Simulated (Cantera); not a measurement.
Input: 1 mol CH3SiH3, 730 mol H2, equilibrated at 50.0 mbar.

Cantera equilibrium calculation (NASA polynomials, part measured and part estimated; ideal gas, pure solids and liquids). Candidate condensed phases: C, C6H6, C7H8, C8H18, Si, SiC; 87 gas species. The feed counts by its element totals alone. Mutual solubility and eutectic melting of coexisting phases are not modelled. Gases not in the tables: Si2H6 and higher silanes. Equilibrium is a limit: real reactors are often held back by kinetics, nucleation or transport.

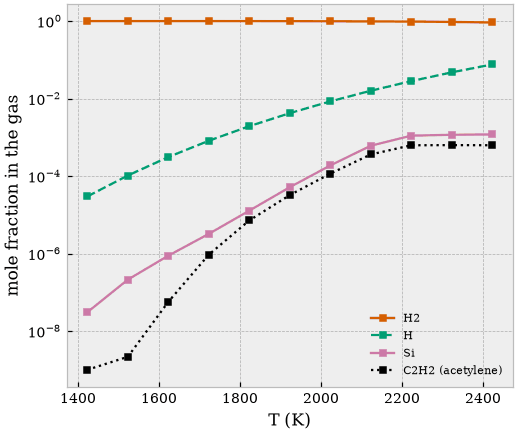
Fig. 1. Equilibrium gas composition (values under 1e-9 drawn at 1e-9)

At 1423 K the condensed part is Si(s) + SiC(s). From 1523 K to 2123 K the condensed part is SiC(s). From 2223 K to 2423 K nothing is condensed. The main Si-bearing gas is SiH2 at 1423 K and Si at 2423 K.
